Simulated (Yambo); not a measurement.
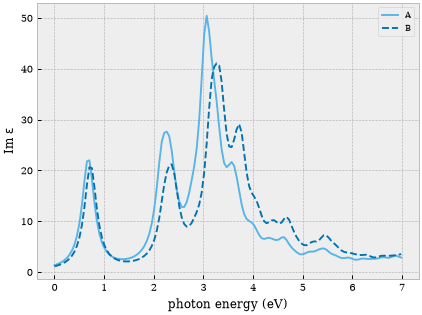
Figure. Two computed absorption spectra of PbS (space group R3m, No. 160) (Yambo, PBEsol bands with the same scissor, field along x)

Axes are Cartesian, with cell vectors (Å) (2.11, 1.22, 3.45), (-2.11, 1.22, 3.45), (0.00, -2.44, 3.45).

Q: Which curve includes the electron-hole attraction (BSE)?

A: Curve A: the attraction moves weight to lower energy (centre of the plotted range 3.0 eV against 3.3 eV). Settings: 6×6×6 mesh, 3 valence and 5 conduction bands, static screening with 29 bands and a 4 Ry block, scissor 0.37 eV, Tamm-Dancoff. The scissor comes from a G0W0 run whose convergence isn't established. Broadening 0.15 eV. The band window holds all transitions up to 9.1 eV. On this mesh the peak heights and the fine structure are mesh artefacts; only the shift of weight is robust.

The standard potential for Pb keeps a d shell in the valence without the s and p states of that shell. In tests on such compounds this moved G0W0 gaps by up to about 0.9 eV, so absolute quasiparticle energies here are unreliable; differences between settings are what counts.

Spin-orbit coupling is not included.

Geometry of the Materials Project entry, not relaxed at this level; primitive cell a = b = c = 4.2269 Å, α = β = γ = 59.97°.

This is not the ordinary phase of the substance; no match was found in the copy of COD used, and its stability was not checked.
